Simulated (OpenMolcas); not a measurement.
**N³⁺: multiconfigurational calculation (part 2 of 2)**

The same run, continued: N³⁺. Method: state-averaged CASSCF, active space 2 electrons in the shells 2s 2p, basis ANO-L-VTZP, non-relativistic scalar Hamiltonian, spin-orbit coupling by RASSI with atomic mean-field integrals (OpenMolcas).

The program's output (extracts), continued:
```
--- RASSCF ---
Wave function specifications:
      -----------------------------

      Number of closed shell electrons           2
      Number of electrons in active shells       2
      Max number of holes in RAS1 space          0
      Max nr of electrons in RAS3 space          0
      Number of inactive orbitals                1
      Number of active orbitals                  4
      Number of secondary orbitals              25
      Spin quantum number                      0.0
      State symmetry                             2
Orbital specifications:
      -----------------------

      Symmetry species                           1   2
                                                ag  au
      Frozen orbitals                            0   0
      Inactive orbitals                          1   0
      Active orbitals                            1   3
      RAS1 orbitals                              0   0
      RAS2 orbitals                              1   3
      RAS3 orbitals                              0   0
      Secondary orbitals                        12  13
      Deleted orbitals                           0   0
      Number of basis functions                 14  16
      Number of CSFs                             3
      Number of root(s) required                 3
      Iter CI   SX   CI       RASSCF       Energy    max ROT     max BLB   max BLB  Level Ln srch  Step   QN
          iter iter root      energy       change     param      element    value   shift minimum  type update
 Nr of preliminary CI iterations:   1
        1   1    5    0   -50.50859251    0.00E+00  -3.25E-02    1   2 1 -1.03E-01*  0.00   0.00    SX    NO
        2   1    5    0   -50.51366802   -5.08E-03* -6.96E-03    1   3 1 -4.81E-03*  0.00   0.00    SX    NO
        3   1    4    0   -50.51377541   -1.07E-04* -1.10E-03    2   3 1 -2.03E-03*  0.00   0.00    SX    NO
        4   1    4    0   -50.51378095   -5.54E-06*  2.65E-04    2   3 1 -4.29E-04*  0.00   0.00    SX    NO
        5   1    4    0   -50.51378132   -3.75E-07* -9.65E-05    2   3 1 -1.29E-04*  0.00   1.33    QN   YES
        6   1    3    0   -50.51378135   -2.86E-08* -6.79E-06    2   3 1  3.46E-06   0.00   0.98    QN   YES
        7   1    2    0   -50.51378135   -8.56E-11   7.76E-07    3   5 2 -3.54E-07   0.00   0.91    QN   YES
      Convergence after  7 iterations
        8   1    2    0   -50.51378135   -9.73E-13   7.76E-07    2   3 1 -1.96E-08   0.00   0.91    QN   YES
      Natural orbitals and occupation numbers for root  1
      sym 1:   1.000000
      sym 2:   1.000000   0.000000   0.000000
      Natural orbitals and occupation numbers for root  2
      sym 1:   1.000000
      sym 2:   0.000000   0.000000   1.000000
      Natural orbitals and occupation numbers for root  3
      sym 1:   1.000000
      sym 2:   0.000000   1.000000   0.000000
::    RASSCF root number  1 Total energy:    -50.51378135
::    RASSCF root number  2 Total energy:    -50.51378135
::    RASSCF root number  3 Total energy:    -50.51378135
--- RASSI ---
SPIN-FREE ENERGIES:
  (Shifted by EMIN (a.u.) =        -51.1636855878)

 SF State       Relative EMIN(au)   Rel lowest level(eV)    D:o, cm**(-1)      L_eff

     4             0.0000000000        0.0000000000              0.0000         0.0
    11             0.3097897670        8.4298090038          67990.9949         1.0
    12             0.3097897670        8.4298090038          67990.9949         1.0
    13             0.3097897670        8.4298090038          67990.9949         1.0
    14             0.6499042374       17.6847952273         142637.4929         1.0
    15             0.6499042374       17.6847952273         142637.4929         1.0
    16             0.6499042374       17.6847952273         142637.4929         1.0
     2             0.8085595140       22.0020252390         177458.3013         1.0
     3             0.8085595140       22.0020252390         177458.3013         1.0
     1             0.8085595140       22.0020252390         177458.3013         1.0
     8             0.9075824480       24.6965765420         199191.3232         2.0
     9             0.9075824480       24.6965765420         199191.3232         2.0
     5             0.9075824480       24.6965765420         199191.3232         2.0
     6             0.9075824480       24.6965765420         199191.3232         2.0
     7             0.9075824480       24.6965765420         199191.3232         2.0
    10             1.1366385548       30.9295107366         249463.3278         0.0
     Dipole printing threshold changed to   1.00000000E+00

++ Dipole transition strengths (spin-free states):
   -----------------------------------------------
     for osc. strength at least  1.00000000E+00

  ( Max oscillator strength is only   0.21154538348254581      )
--
Eigenvalues of complex Hamiltonian:
   -----------------------------------
  (Shifted by EMIN (a.u.) =        -51.1636855878)

 SO State       Relative EMIN(au)   Rel lowest level(eV)    D:o, cm**(-1)     J-value

     1            -0.0000000637        0.0000000000              0.0000         0.0
     2             0.3091726499        8.4130181259          67855.5673         0.0
     3             0.3094806669        8.4213996976          67923.1693         0.6
     4             0.3094806669        8.4213996976          67923.1693         1.0
     5             0.3094806669        8.4213996976          67923.1693         0.6
     6             0.3100983255        8.4382070438          68058.7297         1.0
     7             0.3100983255        8.4382070438          68058.7297         1.0
     8             0.3100983255        8.4382070438          68058.7297         1.8
     9             0.3100983255        8.4382070438          68058.7297         2.0
    10             0.3100983255        8.4382070438          68058.7297         1.8
    11             0.6499047789       17.6848116956         142637.6258         1.0
    12             0.6499047789       17.6848116956         142637.6258         0.6
    13             0.6499047789       17.6848116956         142637.6258         0.7
    14             0.8079524674       21.9855083935         177325.0839        -0.0
    15             0.8082569636       21.9937941572         177391.9131         0.7
    16             0.8082569636       21.9937941572         177391.9131         0.6
    17             0.8082569636       21.9937941572         177391.9131         0.9
    18             0.8088602614       22.0102107264         177524.3217         1.6
    19             0.8088602614       22.0102107264         177524.3217         1.6
    20             0.8088602614       22.0102107264         177524.3217         1.4
    21             0.8088602614       22.0102107264         177524.3217         1.9
    22             0.8088602614       22.0102107264         177524.3217         1.4
    23             0.9075842510       24.6966273384         199191.7329         1.2
    24             0.9075842510       24.6966273384         199191.7329         1.6
    25             0.9075842510       24.6966273384         199191.7329         1.4
    26             0.9075842510       24.6966273384         199191.7329         1.7
    27             0.9075842510       24.6966273384         199191.7329         1.8
    28             1.1366405643       30.9295671525         249463.7828         0.0
Weights of the five most important spin-orbit-free states for each spin-orbit state.

 SO State  Total energy (au)           Spin-free states, spin, and weights
 -------------------------------------------------------------------------------------------------------
    1        -0.000000       4 0.0  1.0000    2 1.0  0.0000    1 1.0  0.0000    3 1.0  0.0000   10 0.0  0.0000
    2         0.309173      11 1.0  0.3333   12 1.0  0.3333   13 1.0  0.3333   15 0.0  0.0000   14 0.0  0.0000
    3         0.309481      13 1.0  0.4965   12 1.0  0.4955   11 1.0  0.0080   14 0.0  0.0000   16 0.0  0.0000
    4         0.309481      13 1.0  0.5000   11 1.0  0.4955   12 1.0  0.0045   16 0.0  0.0000   14 0.0  0.0000
    5         0.309481      12 1.0  0.5000   11 1.0  0.4965   13 1.0  0.0035   15 0.0  0.0000   14 0.0  0.0000
    6         0.310098      13 1.0  0.5006   11 1.0  0.4951   12 1.0  0.0043   15 0.0  0.0000   14 0.0  0.0000
    7         0.310098      13 1.0  0.5005   11 1.0  0.4948   12 1.0  0.0046   15 0.0  0.0000   14 0.0  0.0000
    8         0.310098      12 1.0  0.4963   13 1.0  0.4251   11 1.0  0.0786   15 0.0  0.0000   14 0.0  0.0000
    9         0.310098      12 1.0  0.6621   11 1.0  0.1723   13 1.0  0.1656   16 0.0  0.0000   14 0.0  0.0000
   10         0.310098      12 1.0  0.4993   11 1.0  0.4258   13 1.0  0.0749   16 0.0  0.0000   15 0.0  0.0000
   11         0.649905      16 0.0  1.0000   13 1.0  0.0000   11 1.0  0.0000   12 1.0  0.0000   14 0.0  0.0000
   12         0.649905      15 0.0  1.0000   12 1.0  0.0000   11 1.0  0.0000   14 0.0  0.0000   16 0.0  0.0000
```

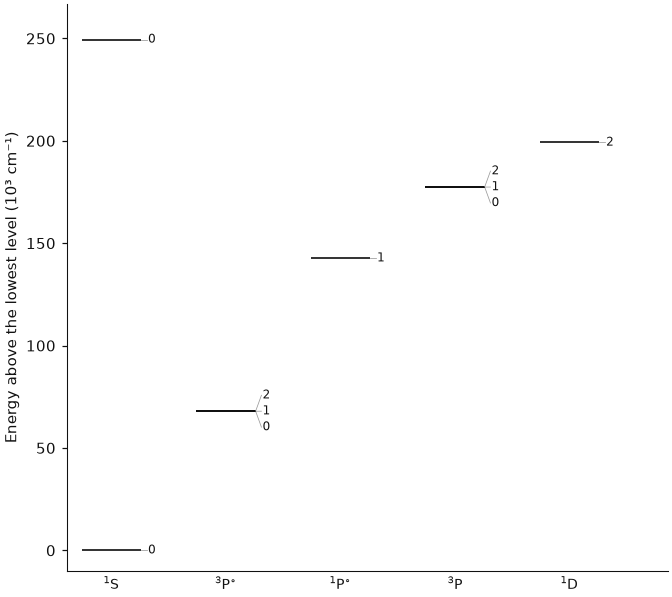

*Level diagram of N³⁺ (nitrogen, Z = 7).*

The lowest level is 2s² ¹S₀. The first excited level, 2s 2p ³P°₀, lies at 67,900 cm⁻¹. It is also the lowest level of opposite parity. The leading LS term holds 100 % of a level on average.

```csv
Configuration,Level,E (cm⁻¹)
2s²,¹S₀,0
2s 2p,³P°₀,"67,860"
2s 2p,³P°₁,"67,920"
2s 2p,³P°₂,"68,060"
2s 2p,¹P°₁,"142,600"
2p²,³P₀,"177,300"
2p²,³P₁,"177,400"
2p²,³P₂,"177,500"
2p²,¹D₂,"199,200"
2p²,¹S₀,"249,500"
```

Key numbers:

```
                                 quantity                                       value
                                  outcome                                   converged
                             lowest level                                     2s² ¹S₀
                      first excited level  2s 2p ³P°₀, 67,856 cm⁻¹ (measured: 67,209)
      energy of the lowest spin-free term                           −51.16369 hartree
    energy of the lowest spin-orbit level                           −51.16369 hartree
largest spread among components of a term                                    0.0 cm⁻¹
                                 hardware                   1 CPU thread, shared host
                                wall time                                        11 s
```

Notes:

Without dynamic correlation the gaps between configurations can be off by an electronvolt or more. To bear in mind: only configurations of the active space are included.
